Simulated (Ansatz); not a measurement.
# doublet BH3Cl at 6 levels

Wanted: a comparison of 6 runs (U-r2SCAN/STO-3G, U-r2SCAN0/STO-3G, UBLYP/STO-3G, UCAM-B3LYP/STO-3G, USVWN5/STO-3G, UCCSD/STO-3G) of doublet BH3Cl. 

The calculation is run with Ansatz 0.2.0.

3 further runs of the same task are left out: 3 that didn't finish.

### Step 1. The system as given

BH3Cl has 5 atoms, charge 0, and is taken as a doublet. As SMILES of the parent species, `[BH3-]Cl`. Geometry: relaxed at GFN2-xTB. That shape belongs to the parent species and isn't relaxed for this state.

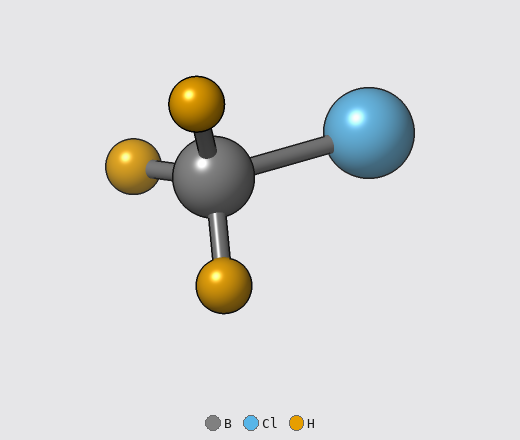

Viewed from a chosen angle; boron grey, chlorine blue, hydrogen amber.

### Step 2. A single-point energy at U-r2SCAN/STO-3G (run 1)

run.yaml reads:

```yaml
basis:
  gaussian:
    orbitals: STO-3G
crystal:
  periodic: [false, false, false]
  atoms:
    - {symbol: B, position_ang: [0.082390, -0.047870, 0.135930]}
    - {symbol: Cl, position_ang: [-0.845860, 0.496450, -1.396970]}
    - {symbol: H, position_ang: [1.223080, -0.254620, -0.203070]}
    - {symbol: H, position_ang: [-0.460100, -1.051350, 0.532730]}
    - {symbol: H, position_ang: [0.000500, 0.857390, 0.931390]}
magnetization:
  spin_polarized: true
  initial_magnetization: 1
hamiltonian:
  xc: {name: r2SCAN}
accuracy: high
```

Launch:

```
ansatz run run.yaml --threads 1 --pin off --max-ram 2610MiB --events-out events.jsonl --progress --plain --runs-dir runs
```

The log of the run:

```text
Warning: RAYON_NUM_THREADS=1 ignored (pool sized by the plan → 1); use --threads N
Functional definition: r2SCAN
  name "r2SCAN"
  parameter k0 = 0.174
  parameter k1 = 0.065
  parameter a1 = 4.9479
  exchange = r2scan_x(k0 = k0, k1 = k1, a1 = a1)
  correlation = r2scan_c
282 factors; integrals over basis functions are off by at most 6.2e-9 eV
mean field evaluation 1: about -13100.0285 eV, gradient 4.4e0 eV
mean field evaluation 2: about -13099.2840 eV, gradient 8.0e0 eV
mean field evaluation 4: about -13100.0331 eV, gradient 3.9e0 eV
mean field evaluation 8: about -13100.1862 eV, gradient 1.8e0 eV
mean field evaluation 16: about -13100.1821 eV, gradient 1.1e-1 eV
mean field evaluation 32: about -13100.1823 eV, gradient 2.4e-7 eV
mean field evaluation 64: about -13100.1839 eV, gradient 1.9e-8 eV
mean field -13100.18393703 eV, -481.4228800624 hartree, gradient 5.9e-8 eV, S^2 0.751954; 6 other end points of the search recorded, 0 dependent functions left out
reference -13100.18393772 eV, -481.4228800876 hartree; 13, 12 occupied and 4, 5 virtual orbitals, 282 factors
Total energy: -13100.18393772 eV, -481.4228800876 hartree
```

It took 14 s on 1 thread of Arm Neoverse V1, shared host; peak memory 0.2 GiB.

### Step 3. A single-point energy at U-r2SCAN0/STO-3G (run 2)

molecule.yaml reads:

```yaml
crystal:
  periodic: [false, false, false]
  atoms:
    - symbol: B
      position_ang: [0.082390, -0.047870, 0.135930]
    - symbol: Cl
      position_ang: [-0.845860, 0.496450, -1.396970]
    - symbol: H
      position_ang: [1.223080, -0.254620, -0.203070]
    - symbol: H
      position_ang: [-0.460100, -1.051350, 0.532730]
    - symbol: H
      position_ang: [0.000500, 0.857390, 0.931390]
basis:
  gaussian:
    orbitals: STO-3G
magnetization:
  spin_polarized: true
  initial_magnetization: 1
hamiltonian:
  xc: {name: r2SCAN0}
accuracy: high
```

Launch:

```
ansatz run molecule.yaml --threads 1 --pin off --max-ram 2610MiB --events-out events.jsonl --progress --plain --runs-dir runs
```

The log of the run:

```text
Warning: RAYON_NUM_THREADS=1 ignored (pool sized by the plan → 1); use --threads N
Functional definition: r2SCAN0
  name "r2SCAN0"
  parameter a = 0.25
[... 3 set-up lines as earlier in the session ...]
  exchange = (1 - a)*r2scan_x(k0 = k0, k1 = k1, a1 = a1) + a*exact_x
[... 1 set-up line as earlier in the session ...]
282 factors; integrals over basis functions are off by at most 6.2e-9 eV
mean field evaluation 1: about -13100.0379 eV, gradient 5.8e0 eV
mean field evaluation 2: about -13100.0806 eV, gradient 5.7e0 eV
mean field evaluation 4: about -13100.3645 eV, gradient 3.1e-1 eV
mean field evaluation 8: about -13100.3455 eV, gradient 2.7e-2 eV
mean field evaluation 16: about -13100.3467 eV, gradient 6.1e-2 eV
mean field evaluation 32: about -13100.3337 eV, gradient 8.8e-1 eV
mean field -13100.34965535 eV, -481.4289700983 hartree, gradient 7.8e-8 eV, S^2 0.752855; 2 other end points of the search recorded, 0 dependent functions left out
reference -13100.34965588 eV, -481.4289701177 hartree; 13, 12 occupied and 4, 5 virtual orbitals, 282 factors
Total energy: -13100.34965588 eV, -481.4289701177 hartree
```

It took 19 s on 1 thread of Arm Neoverse V1, shared host; peak memory 0.21 GiB.

Runs 3 to 5 aren't shown in full; the table further down has their settings and results.

### Step 4. The energy at UCCSD/STO-3G (run 6)

input.yaml reads:

```yaml
crystal:
  periodic: [false, false, false]
  atoms:
    - {symbol: B, position_ang: [0.082390, -0.047870, 0.135930]}
    - {symbol: Cl, position_ang: [-0.845860, 0.496450, -1.396970]}
    - {symbol: H, position_ang: [1.223080, -0.254620, -0.203070]}
    - {symbol: H, position_ang: [-0.460100, -1.051350, 0.532730]}
    - {symbol: H, position_ang: [0.000500, 0.857390, 0.931390]}
basis:
  gaussian:
    orbitals: STO-3G
total_charge: 0
magnetization:
  spin_polarized: true
  initial_magnetization: 1
correlation:
  method: ccsd
  frozen_orbitals: {B: 1, Cl: 5, H: 0}
accuracy: high
scf:
  omitted_lower_state_checks: [cluster_reference, increment]
```

Launch:

```
ansatz run input.yaml --threads 1 --pin off --max-ram 2610MiB --events-out events.jsonl --progress --plain --runs-dir runs
```

The log of the run:

```text
Warning: RAYON_NUM_THREADS=1 ignored (pool sized by the plan → 1); use --threads N
[... 16 lines left out ...]
6 core orbitals not correlated: weight in the atoms' cores, before any rotation towards them, 1.000 or more for the frozen orbitals, at most 0.000 for the correlated occupied ones
[... 33 lines left out ...]
Total energy: -13079.53895910 eV, -480.6641911170 hartree
Checks for a lower state left out: cluster_reference, increment
```

Wall time 0.46 s (1 thread of Arm Neoverse V1, shared host).

### Step 5. All runs side by side

```tsv
run	level	frozen core orbitals	energy (Eh)	⟨S²⟩	wall time
1	U-r2SCAN/STO-3G	–	-481.422880	0.752	14 s
2	U-r2SCAN0/STO-3G	–	-481.428970	0.753	19 s
3	UBLYP/STO-3G	–	-481.377440	0.751	5.1 s
4	UCAM-B3LYP/STO-3G	–	-481.405842	0.752	11 s
5	USVWN5/STO-3G	–	-479.602670	0.750	2.4 s
6	UCCSD/STO-3G	6	-480.664191	0.753	0.46 s
```

### Step 6. Summary of results

| quantity | value |
| --- | --- |
| run 6: total energy | -480.66419 Eh |
| run 6: correlation energy (6 core orbitals frozen) | -71.2 mEh |
| run 6: ⟨S²⟩ of the reference determinant | 0.753 |
| run 6: T1 diagnostic | 0.030 |

What this shows: Totals of different functionals can't be ranked against each other. In runs 1, 2, 3, 4, 5, 6 the basis is minimal, so the values are rough. All runs together took 52 s, the longest 19 s.
